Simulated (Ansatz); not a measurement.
# BH3O: interaction energy of a dimer with the counterpoise correction, by script

A script is to give the interaction energy of a dimer with the counterpoise correction; the system is BH3O. SMILES: BO.

Computed with the Python package of Ansatz 0.2.0. Level of theory: B3LYP+D4/cc-pVDZ.

## 1. The system

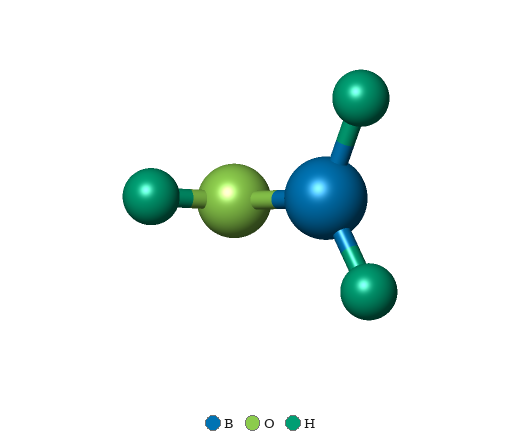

The starting structure, viewed from a chosen angle; boron blue, oxygen green, hydrogen teal.

The script holds or builds the structure itself.

## 2. Script

The input, dimer.py:

```python
'''Interaction energy of two BH3O molecules, with the counterpoise correction.'''

import ansatz as az

FIRST = [
    ('B', (-0.2698, -0.358, 0.0074)),
    ('O', (0.1188, 1.0756, 0.0196)),
    ('H', (-0.553, -0.8858, 0.9941)),
    ('H', (-0.4096, -0.8516, -1.0408)),
    ('H', (1.1135, 1.0196, 0.0198)),
]
SECOND = [
    ('B', (-2.5663, -2.2611, -1.8997)),
    ('O', (-4.0161, -2.4875, -1.6692)),
    ('H', (-1.8032, -3.0773, -1.61)),
    ('H', (-2.2773, -1.3069, -2.5062)),
    ('H', (-4.1645, -2.0114, -0.8068)),
]

def energy(atoms, ghosts=()):
    molecule = az.Crystal.molecule()
    for symbol, xyz in atoms:
        molecule = molecule.atom(symbol, xyz)
    calc = (
        molecule.calculation()
        .basis(gaussian='cc-pVDZ')
        .functional('B3LYP', dispersion='d4')
    )
    deck = calc.input()
    if ghosts:
        deck = deck.set(az.key.basis.gaussian.ghost_atoms, [{'symbol': s, 'position_ang': list(xyz)} for s, xyz in ghosts])
    return az.Session.from_dict(deck).plan().execute().report['free_energy_ev']

# ghost atoms carry the functions of the partner
both = energy(FIRST + SECOND)
alone = energy(FIRST) + energy(SECOND)
ghosted = energy(FIRST, SECOND) + energy(SECOND, FIRST)
print(f'dimer {both:.6f} eV')
print(f'interaction, uncorrected   {23.060548 * (both - alone):8.3f} kcal/mol')
print(f'interaction, counterpoise  {23.060548 * (both - ghosted):8.3f} kcal/mol')
print(f'basis-set superposition    {23.060548 * (alone - ghosted):8.3f} kcal/mol')
```

## 3. The input behind the calls

The engine receives this input (first run):

```yaml
crystal:
  periodic: [false, false, false]
  atoms:
    - { symbol: B, position_ang: [-0.2698, -0.358, 0.0074] }
    - { symbol: O, position_ang: [0.1188, 1.0756, 0.0196] }
    - { symbol: H, position_ang: [-0.553, -0.8858, 0.9941] }
    - { symbol: H, position_ang: [-0.4096, -0.8516, -1.0408] }
    - { symbol: H, position_ang: [1.1135, 1.0196, 0.0198] }
    - { symbol: B, position_ang: [-2.5663, -2.2611, -1.8997] }
    - { symbol: O, position_ang: [-4.0161, -2.4875, -1.6692] }
    - { symbol: H, position_ang: [-1.8032, -3.0773, -1.61] }
    - { symbol: H, position_ang: [-2.2773, -1.3069, -2.5062] }
    - { symbol: H, position_ang: [-4.1645, -2.0114, -0.8068] }
basis:
  gaussian:
    orbitals: cc-pVDZ
hamiltonian:
  xc: b3lyp
  dispersion: d4
```

## 4. Running it

On the command line:

```
> python dimer.py
```

**Question.** How large is the interaction at this pose, and how much of it is basis-set superposition?

**Answer**, as computed:

```
                        quantity            value
 interaction energy, uncorrected  -0.387 kcal/mol
interaction energy, counterpoise   0.123 kcal/mol
                   runs compared                5
```

The counterpoise correction turns the binding into repulsion: what looked like attraction was the basis set's error. Uncorrected it is -0.387 kcal/mol, with the counterpoise correction 0.123 kcal/mol; the difference, 0.51 kcal/mol, is the superposition error. The sign changes with the correction, so this basis doesn't settle it. Reading the output:
- These settings explore the input space; basis and method may be short of convergence.
- The dimer is a generated trial pose of unrelaxed monomers, not a minimum, so the figure is no binding energy, and the basis set is small.
- b3lyp holds the VWN-RPA fit, as in Gaussian; the form of ORCA and Turbomole is b3lyp5.
